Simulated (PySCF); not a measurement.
# Single-point calculation, with input and output: ZnNH₂Br

System: ZnNH₂Br, SMILES [NH2][Zn][Br].
Method: RPA (SVWN5)/6-31G*, RKS (PySCF 2.14.0).

The geometry comes from this level: PBE0-D4/def2-TZVP.

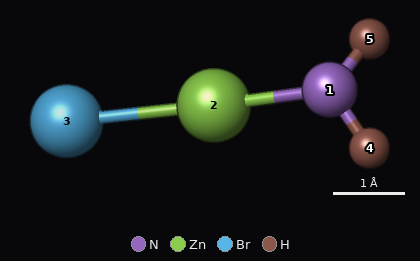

Fig. 1: The input geometry (ball-and-stick view, seen at a tilt; atoms are numbered from 1 in the order of the input). Sticks mark near contacts.

**Results in brief**

- outcome: converged
- total energy: −4406.211862 hartree
- SCF energy: −4402.028505 hartree
- correlation energy: −0.984475 hartree
- basis functions: 84
- HOMO of the SCF reference: −5.83 eV
- LUMO of the SCF reference: −1.83 eV
- hardware: 1 thread of Arm Neoverse V1, 24 GiB of memory available, shared host
- wall time: 11 s
- peak memory: 0.27 GiB

**Input file (job.py)**
```python
# [NH2][Zn][Br]
from pyscf import gto, dft
from pyscf.gw.rpa import RPA

mol = gto.M(
    atom='''
N     -0.462700     0.756700    -0.440200
Zn     0.584500    -0.546700     0.267700
Br     2.013800    -2.059600     1.070700
H     -1.104000     0.461700    -1.164200
H     -0.981800     1.314200     0.224600
''',
    basis='6-31g*',
    max_memory=1860,
    verbose=3,
)

ks = dft.RKS(mol, xc='svwn')
ks.conv_tol = 1e-10
ks.grids.level = 4
ks.kernel()
if not ks.converged:
    ks = ks.newton().run(ks.mo_coeff, ks.mo_occ)

rpa = RPA(ks, frozen=15)
rpa.kernel()
e_exx = ks.to_hf().energy_tot(ks.make_rdm1())
e_tot = e_exx + rpa.e_corr
print(f'total energy: {e_tot:.8f} hartree')
```

Launch command:
```bash
OMP_NUM_THREADS=1 python job.py
```

**The program's output**
```
converged SCF energy = -4402.02850545507

WARN: Even tempered Gaussians are generated as DF auxbasis for  Zn

E(RPA) = -4406.06671951874  E_corr = -0.984474592463275  E_hf = -4405.08224492627
total energy: -4406.21186197 hartree
```

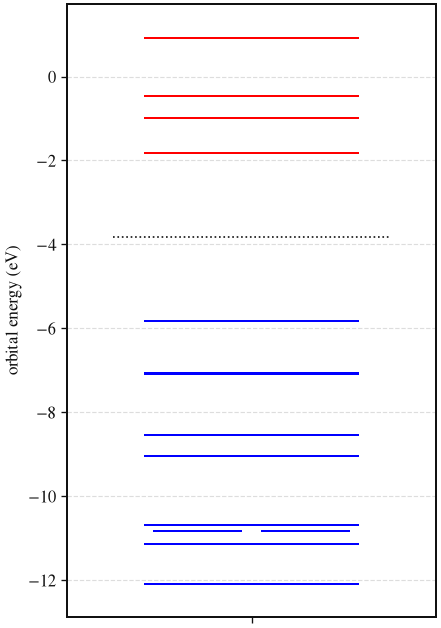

Fig. 2: Orbital energies near the frontier (SCF reference); the dotted line parts filled from empty levels, and levels within 0.02 eV of each other stand side by side. Highest filled −5.83 eV, lowest empty −1.83 eV, 4.00 eV apart.
